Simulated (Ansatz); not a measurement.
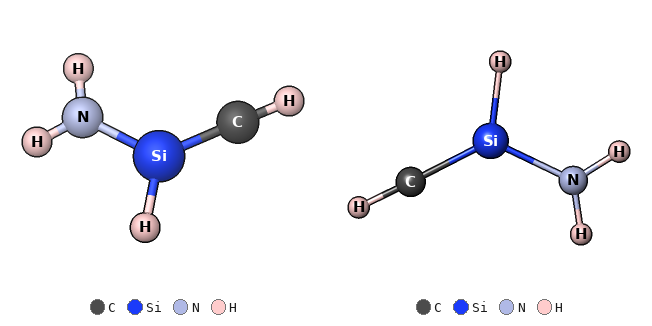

Both panels show the same species.

Charge 0, doublet. Computed geometry: PBE0-D4/def2-TZVP optimisation. No frequency run is at hand to confirm it as a minimum.

> Give the formula.

CH4NSi, 7 atoms: 1 carbon, 4 hydrogen, 1 nitrogen and 1 silicon.

> How many atoms are distinct by symmetry?

7: 1 C, 1 Si, 1 N, 1 H, 1 H, 1 H, 1 H.

More results for the same structure follow; atom numbers are the same in all pictures, views and colours differ.

**Geometry**

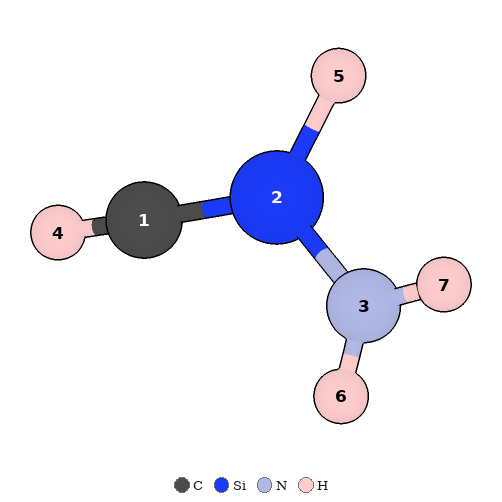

Atoms carry their numbers in the input. No frequency run is at hand to confirm it as a minimum.

Give these bond angles: Si2–C1–H4, C1–Si2–N3, C1–Si2–H5, N3–Si2–H5, Si2–N3–H6, Si2–N3–H7, H6–N3–H7.

| angle | degrees |
| --- | --- |
| Si2–C1–H4 | 178.8 |
| C1–Si2–N3 | 127.2 |
| C1–Si2–H5 | 124.1 |
| N3–Si2–H5 | 108.7 |
| Si2–N3–H6 | 123.9 |
| Si2–N3–H7 | 122.2 |
| H6–N3–H7 | 113.9 |

**Electronic properties**

No frequency run is at hand to confirm it as a minimum. Method: UKS r2SCAN-D4/def2-TZVPP (Ansatz 0.2.0).

Computed properties:

- ⟨S²⟩ of the determinant: 0.765
- dispersion correction: −2.6 kJ/mol

**Charges**

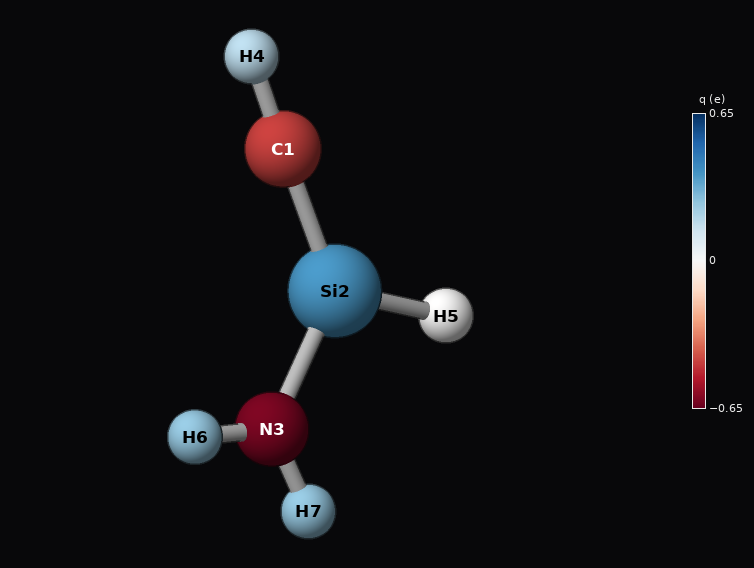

Atoms are coloured by their Mulliken charges. No frequency run is at hand to confirm it as a minimum. Level of theory: UKS PBE0-D4/def2-TZVP (Ansatz 0.2.0).

Give the Mulliken charges atom by atom.

```
atom  value (e)
  C1      −0.44
 Si2       0.38
  N3      −0.61
  H4       0.17
  H5       0.00
  H6       0.25
  H7       0.25
```

**Dipole moment**

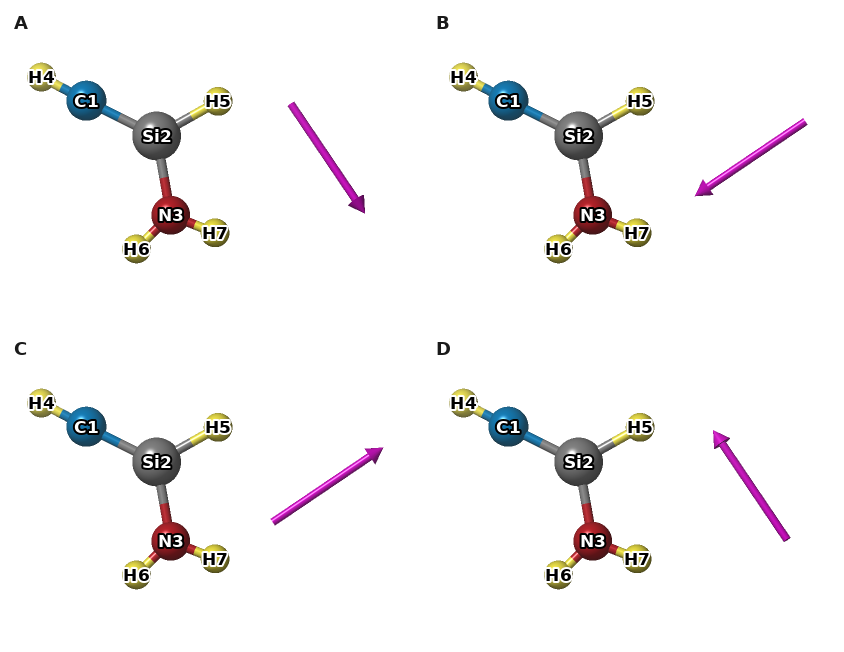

The same molecule four times, each with an arrow. No frequency run is at hand to confirm it as a minimum. Method: UKS PBE0-D4/def2-TZVP (Ansatz 0.2.0).

> Which arrow points along the dipole moment, from the negative to the positive end?

A. The dipole moment is 2.59 D; it points from the side of H4 to the side of H7 (the outermost atoms at the two ends).

Mulliken values depend strongly on the basis set and can even reverse the polarity of a bond.
